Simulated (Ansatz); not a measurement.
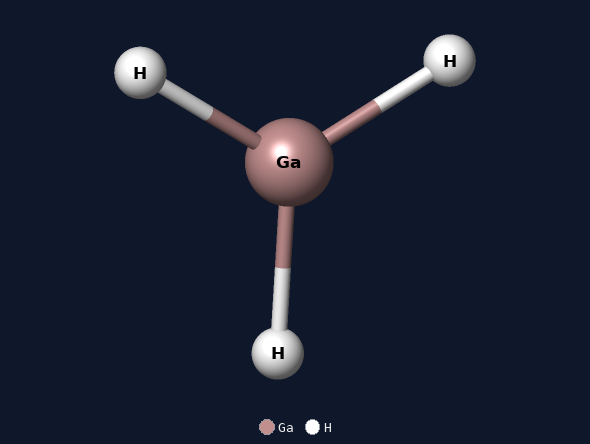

Harmonic vibrations computed with RKS PBE0-D4/def2-TZVP (Ansatz 0.2.0) at a stationary point of the same level.

### Is this a minimum or a saddle point?

A minimum: no imaginary frequency, and the lowest mode lies at 724 cm⁻¹.

### How many vibrational modes are there, and where do they lie?

6 modes: 724, 760, 760, 1978, 1979, 1979 cm⁻¹.
